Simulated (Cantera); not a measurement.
Input: 1 mol Si, 0.03 mol O2, 99 mol H2, equilibrated at 1.33 mbar.

Method: chemical equilibrium by Gibbs-energy minimisation in Cantera with the NASA 1993 tables (ideal gas, pure condensed phases). Candidate condensed phases: H2O, Si, SiO2; 18 gas species. Mutual solubility and eutectic melting of coexisting phases are not modelled. The tables hold silica as quartz up to 1696 K and as liquid above; real silica turns to tridymite and cristobalite and melts near 1996 K. Rates play no part.

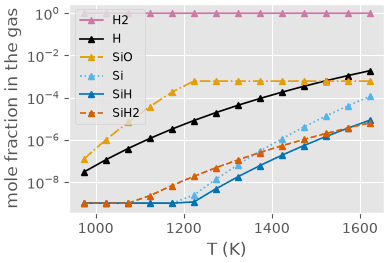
Fig. 1. Equilibrium gas composition (values under 1e-9 drawn at 1e-9)

From 973 K to 1173 K the condensed part is Si(s) + SiO2(β-quartz). From 1223 K to 1623 K the condensed part is Si(s). The main Si-bearing gas is SiO throughout.
